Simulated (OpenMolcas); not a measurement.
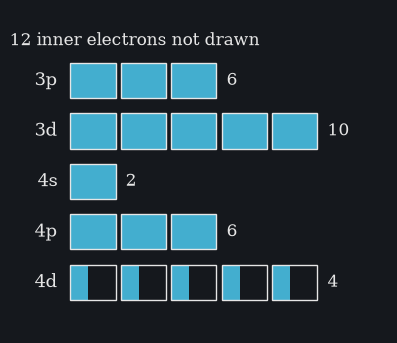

The outer shells of the leading configuration of the lowest level: a box for each of the 2l + 1 orbitals, shaded by the share of the shell that is filled, with the electron count at the right.

**Run report: Ru⁴⁺ complex, multiconfigurational calculation (part 1 of 2)**

System: Ru⁴⁺ with 6 ligands (F; octahedron, 2.01 Å), neutralised by 6 outer point charges of +0.33 e, whose field is part of the energies.
Method: state-averaged CASSCF, active space 4 electrons in the shell 4d, basis ANO-RCC-VTZP on the metal and ANO-RCC-VDZP on the ligands, DKH2 scalar Hamiltonian, spin-orbit coupling by RASSI with atomic mean-field integrals (OpenMolcas).

The program's output (extracts):
```
--- SEWARD ---
Basis set label: RU.ANO-RCC...7S6P4D2F1G.

      Electronic valence basis set:
      ------------------
      Associated Effective Charge  44.000000 au
      Associated Actual Charge     44.000000 au
      Nuclear Model: Point charge

      Shell  nPrim  nBasis  Cartesian Spherical Contaminant
         s      21       7        X
         p      18       6        X
         d      13       4                 X
         f       6       2                 X
         g       4       1                 X
                  Relativistic Douglas-Kroll-Hess integrals:
                    - DKH order of Hamiltonian: 2
                    - DKH order of Properties : 0
                  Atomic mean-field integrals
--- RASSCF ---
Wave function specifications:
      -----------------------------

      Number of closed shell electrons          96
      Number of electrons in active shells       4
      Max number of holes in RAS1 space          0
      Max nr of electrons in RAS3 space          0
      Number of inactive orbitals               48
      Number of active orbitals                  5
      Number of secondary orbitals              99
      Spin quantum number                      2.0
      State symmetry                             1
Orbital specifications:
      -----------------------

      Symmetry species                           1   2
                                                ag  au
      Frozen orbitals                            0   0
      Inactive orbitals                         24  24
      Active orbitals                            5   0
      RAS1 orbitals                              0   0
      RAS2 orbitals                              5   0
      RAS3 orbitals                              0   0
      Secondary orbitals                        49  50
      Deleted orbitals                           0   0
      Number of basis functions                 78  74
      Number of CSFs                             5
      Number of root(s) required                 5
      Iter CI   SX   CI       RASSCF       Energy    max ROT     max BLB   max BLB  Level Ln srch  Step   QN
          iter iter root      energy       change     param      element    value   shift minimum  type update
 Nr of preliminary CI iterations:   1
      Total energies have been shifted. Add                -5000.00 au
        1   1   11    0  -123.79702408    0.00E+00  -1.02E-01*  29  35 1  3.12E-01*  1.31   0.00    SX    NO
        2   1   12    0  -124.86495407   -1.07E+00* -9.89E-02   24  27 1  1.57E-01*  0.97   0.00    SX    NO
        3   1   11    0  -125.09064461   -2.26E-01* -6.01E-02   24  27 1  8.67E-02*  0.77   0.00    SX    NO
        4   1   11    0  -125.13839473   -4.78E-02*  3.10E-02   24  27 1  4.40E-02*  0.70   0.00    SX    NO
        5   1   11    0  -125.15066934   -1.23E-02*  2.81E-02   24  27 1  2.39E-02*  0.68   2.04    LS   YES
        6   1   11    0  -125.15498272   -4.31E-03*  7.49E-03   25  31 1 -8.42E-03*  0.66   1.14    QN   YES
        7   1   10    0  -125.15589209   -9.09E-04*  3.64E-03    9  51 1  3.93E-03*  0.66   1.50    LS   YES
        8   1   10    0  -125.15600428   -1.12E-04*  1.16E-03    7  42 2 -4.97E-03*  0.66   1.02    QN   YES
        9   1    9    0  -125.15607840   -7.41E-05*  4.99E-04    7  45 2 -1.12E-03*  0.66   1.18    QN   YES
       10   1    8    0  -125.15608824   -9.84E-06* -3.93E-04   24  48 1 -3.33E-04*  0.66   1.19    QN   YES
       11   1    8    0  -125.15609011   -1.87E-06* -1.73E-04    7  42 2  1.66E-04*  0.66   1.44    LS   YES
       12   1    8    0  -125.15609030   -1.93E-07*  7.26E-05   12  51 1 -1.56E-04*  0.66   1.00    QN   YES
       13   1    7    0  -125.15609055   -2.50E-07*  4.50E-05   12  45 1 -6.78E-05   0.66   1.62    LS   YES
       14   1    7    0  -125.15609059   -4.27E-08* -3.70E-05    7  42 2 -8.66E-05   0.66   1.00    QN   YES
       15   1    6    0  -125.15609063   -3.28E-08* -4.15E-05   12  45 1 -2.86E-05   0.66   1.82    QN   YES
       16   1    6    0  -125.15609064   -1.20E-08*  5.04E-06   24  34 2  9.87E-06   0.66   1.10    QN   YES
       17   1    5    0  -125.15609064   -7.32E-10  -3.62E-06   24  34 2  5.44E-06   0.66   1.60    QN   YES
      Convergence after 17 iterations
       18   1    5    0  -125.15609064   -2.38E-10  -3.62E-06   12  45 1  1.97E-06   0.66   1.60    QN   YES
      Natural orbitals and occupation numbers for root  1
      sym 1:   1.000000   1.000000  -0.000000   1.000000   1.000000
      Natural orbitals and occupation numbers for root  2
      sym 1:   1.000000   1.000000   1.000000   1.000000   0.000000
      Natural orbitals and occupation numbers for root  3
      sym 1:   1.000000   1.000000   1.000000   0.000000   1.000000
::    RASSCF root number  1 Total energy:  -5125.22373136
::    RASSCF root number  2 Total energy:  -5125.22373136
::    RASSCF root number  3 Total energy:  -5125.11099683
::    RASSCF root number  4 Total energy:  -5125.11099683
::    RASSCF root number  5 Total energy:  -5125.11099683
--- RASSCF ---
Wave function specifications:
      -----------------------------

      Number of closed shell electrons          96
      Number of electrons in active shells       4
      Max number of holes in RAS1 space          0
      Max nr of electrons in RAS3 space          0
      Number of inactive orbitals               48
      Number of active orbitals                  5
      Number of secondary orbitals              99
      Spin quantum number                      1.0
      State symmetry                             1
Orbital specifications:
      -----------------------

      Symmetry species                           1   2
                                                ag  au
      Frozen orbitals                            0   0
      Inactive orbitals                         24  24
      Active orbitals                            5   0
      RAS1 orbitals                              0   0
      RAS2 orbitals                              5   0
      RAS3 orbitals                              0   0
      Secondary orbitals                        49  50
      Deleted orbitals                           0   0
      Number of basis functions                 78  74
      Number of CSFs                            45
      Number of root(s) required                45
      Iter CI   SX   CI       RASSCF       Energy    max ROT     max BLB   max BLB  Level Ln srch  Step   QN
          iter iter root      energy       change     param      element    value   shift minimum  type update
 Nr of preliminary CI iterations:   1
      Total energies have been shifted. Add                -5000.00 au
        1   1   10    0  -125.04667740    0.00E+00  -8.50E-03   25  31 1 -1.23E-02*  0.68   0.00    SX    NO
        2   1   10    0  -125.04794788   -1.27E-03*  5.06E-03   20  25 1 -6.54E-03*  0.68   0.00    SX    NO
        3   1   10    0  -125.04833626   -3.88E-04*  3.23E-03   20  25 1 -4.17E-03*  0.68   0.00    SX    NO
        4   1    9    0  -125.04847003   -1.34E-04*  2.07E-03   20  25 1 -2.67E-03*  0.68   0.00    SX    NO
        5   1    9    0  -125.04851894   -4.89E-05*  3.06E-03   20  25 1 -1.73E-03*  0.68   2.50    LS   YES
        6   1    8    0  -125.04854821   -2.93E-05*  4.55E-04   18  30 1 -4.99E-04*  0.68   1.07    QN   YES
        7   1    8    0  -125.04854969   -1.48E-06*  5.39E-04   18  30 1 -2.95E-04*  0.68   2.19    LS   YES
        8   1    8    0  -125.04855031   -6.19E-07*  2.66E-04   17  27 1 -2.33E-04*  0.68   1.00    QN   YES
        9   1    7    0  -125.04855065   -3.43E-07*  1.24E-04   17  27 1 -1.05E-04*  0.68   1.47    LS   YES
       10   1    7    0  -125.04855069   -3.85E-08* -4.98E-05   25  31 1 -6.27E-05   0.68   1.00    QN   YES
       11   1    7    0  -125.04855073   -3.60E-08* -4.84E-05   18  32 2  3.21E-05   0.68   1.73    QN   YES
       12   1    5    0  -125.04855074   -1.19E-08* -4.11E-06   16  44 2  9.77E-06   0.68   0.99    QN   YES
       13   1    5    0  -125.04855074   -5.09E-10   3.95E-06   18  30 1  6.22E-06   0.68   1.55    QN   YES
      Convergence after 13 iterations
       14   1    5    0  -125.04855074   -1.66E-10   3.95E-06   18  45 1  1.50E-06   0.68   1.55    QN   YES
      Natural orbitals and occupation numbers for root  1
      sym 1:   1.000376   1.972096   0.018940   0.999623   0.008965
      Natural orbitals and occupation numbers for root  2
      sym 1:   0.999621   1.000378   0.008966   1.972093   0.018942
      Natural orbitals and occupation numbers for root  3
      sym 1:   1.971718   0.999997   0.019188   1.000002   0.009096
::    RASSCF root number  1 Total energy:  -5125.24069601
::    RASSCF root number  2 Total energy:  -5125.24069601
::    RASSCF root number  3 Total energy:  -5125.24069601
::    RASSCF root number  4 Total energy:  -5125.14941766
::    RASSCF root number  5 Total energy:  -5125.14941766
::    RASSCF root number  6 Total energy:  -5125.14136846
::    RASSCF root number  7 Total energy:  -5125.14136846
::    RASSCF root number  8 Total energy:  -5125.14136846
::    RASSCF root number  9 Total energy:  -5125.13770421
::    RASSCF root number 10 Total energy:  -5125.13770421
::    RASSCF root number 11 Total energy:  -5125.13770421
::    RASSCF root number 12 Total energy:  -5125.13149713
::    RASSCF root number 13 Total energy:  -5125.12733509
::    RASSCF root number 14 Total energy:  -5125.11922697
::    RASSCF root number 15 Total energy:  -5125.11922697
::    RASSCF root number 16 Total energy:  -5125.07647156
::    RASSCF root number 17 Total energy:  -5125.07647156
::    RASSCF root number 18 Total energy:  -5125.07647156
::    RASSCF root number 19 Total energy:  -5125.07123039
::    RASSCF root number 20 Total energy:  -5125.07123039
::    RASSCF root number 21 Total energy:  -5125.07123039
::    RASSCF root number 22 Total energy:  -5125.03804465
::    RASSCF root number 23 Total energy:  -5125.03804465
::    RASSCF root number 24 Total energy:  -5125.03804465
::    RASSCF root number 25 Total energy:  -5125.03327291
::    RASSCF root number 26 Total energy:  -5125.03327291
::    RASSCF root number 27 Total energy:  -5125.03327291
::    RASSCF root number 28 Total energy:  -5125.01696555
::    RASSCF root number 29 Total energy:  -5125.01696555
::    RASSCF root number 30 Total energy:  -5125.01307044
--- RASSCF ---
Wave function specifications:
      -----------------------------

      Number of closed shell electrons          96
      Number of electrons in active shells       4
      Max number of holes in RAS1 space          0
      Max nr of electrons in RAS3 space          0
      Number of inactive orbitals               48
      Number of active orbitals                  5
      Number of secondary orbitals              99
      Spin quantum number                      0.0
      State symmetry                             1
Orbital specifications:
      -----------------------

      Symmetry species                           1   2
                                                ag  au
      Frozen orbitals                            0   0
      Inactive orbitals                         24  24
      Active orbitals                            5   0
      RAS1 orbitals                              0   0
      RAS2 orbitals                              5   0
      RAS3 orbitals                              0   0
      Secondary orbitals                        49  50
      Deleted orbitals                           0   0
      Number of basis functions                 78  74
      Number of CSFs                            50
      Number of root(s) required                50
      Iter CI   SX   CI       RASSCF       Energy    max ROT     max BLB   max BLB  Level Ln srch  Step   QN
          iter iter root      energy       change     param      element    value   shift minimum  type update
 Nr of preliminary CI iterations:   1
      Total energies have been shifted. Add                -5000.00 au
        1   1   10    0  -124.99573091    0.00E+00  -4.25E-03   28  34 1 -6.01E-03*  0.67   0.00    SX    NO
        2   1   10    0  -124.99605727   -3.26E-04*  2.55E-03   20  28 1 -3.30E-03*  0.67   0.00    SX    NO
        3   1    9    0  -124.99615762   -1.00E-04*  1.66E-03   20  28 1 -2.15E-03*  0.67   0.00    SX    NO
        4   1    9    0  -124.99619251   -3.49E-05*  1.07E-03   20  28 1 -1.38E-03*  0.67   0.00    SX    NO
        5   1    9    0  -124.99620549   -1.30E-05*  1.60E-03   20  28 1 -9.14E-04*  0.67   2.50    LS   YES
        6   1    8    0  -124.99621354   -8.04E-06*  3.04E-04   18  30 1 -2.52E-04*  0.67   1.09    QN   YES
        7   1    7    0  -124.99621407   -5.29E-07*  3.28E-04   17  27 1 -1.62E-04*  0.67   2.08    LS   YES
        8   1    7    0  -124.99621426   -1.96E-07*  1.59E-04   17  27 1 -1.51E-04*  0.67   1.00    QN   YES
        9   1    7    0  -124.99621440   -1.41E-07*  7.44E-05   17  27 1 -5.08E-05   0.67   1.47    LS   YES
       10   1    7    0  -124.99621442   -1.60E-08*  1.81E-05   10  44 2 -4.38E-05   0.67   1.00    QN   YES
       11   1    6    0  -124.99621443   -1.11E-08* -1.76E-05   28  34 1 -1.53E-05   0.67   1.41    QN   YES
       12   1    5    0  -124.99621443   -3.53E-09   1.93E-06   18  30 1  4.96E-06   0.67   1.07    QN   YES
      Convergence after 12 iterations
       13   1    5    0  -124.99621443   -1.44E-10   1.93E-06   18  43 2  2.84E-06   0.67   1.07    QN   YES
      Natural orbitals and occupation numbers for root  1
      sym 1:   0.012394   1.939807   0.048027   0.983447   1.016325
      Natural orbitals and occupation numbers for root  2
      sym 1:   0.047357   1.050898   0.012310   1.938426   0.951008
      Natural orbitals and occupation numbers for root  3
      sym 1:   0.012767   0.982444   0.048737   1.017312   1.938741
::    RASSCF root number  1 Total energy:  -5125.19716508
::    RASSCF root number  2 Total energy:  -5125.19716508
::    RASSCF root number  3 Total energy:  -5125.19716508
::    RASSCF root number  4 Total energy:  -5125.19147309
::    RASSCF root number  5 Total energy:  -5125.19147309
::    RASSCF root number  6 Total energy:  -5125.15076324
::    RASSCF root number  7 Total energy:  -5125.10777379
::    RASSCF root number  8 Total energy:  -5125.10777379
::    RASSCF root number  9 Total energy:  -5125.10777379
::    RASSCF root number 10 Total energy:  -5125.10742600
::    RASSCF root number 11 Total energy:  -5125.09805570
::    RASSCF root number 12 Total energy:  -5125.09805570
::    RASSCF root number 13 Total energy:  -5125.09805570
::    RASSCF root number 14 Total energy:  -5125.08960708
::    RASSCF root number 15 Total energy:  -5125.08960708
::    RASSCF root number 16 Total energy:  -5125.04670415
::    RASSCF root number 17 Total energy:  -5125.03335159
::    RASSCF root number 18 Total energy:  -5125.03335159
::    RASSCF root number 19 Total energy:  -5125.03335159
::    RASSCF root number 20 Total energy:  -5125.02722887
::    RASSCF root number 21 Total energy:  -5125.02722887
::    RASSCF root number 22 Total energy:  -5125.02722887
::    RASSCF root number 23 Total energy:  -5125.00641180
::    RASSCF root number 24 Total energy:  -5125.00641180
::    RASSCF root number 25 Total energy:  -5125.00641180
::    RASSCF root number 26 Total energy:  -5124.99964830
::    RASSCF root number 27 Total energy:  -5124.99964830
::    RASSCF root number 28 Total energy:  -5124.99331963
::    RASSCF root number 29 Total energy:  -5124.96786476
::    RASSCF root number 30 Total energy:  -5124.96786476
```

(Continued in part 2.) Outcome of the run: converged.
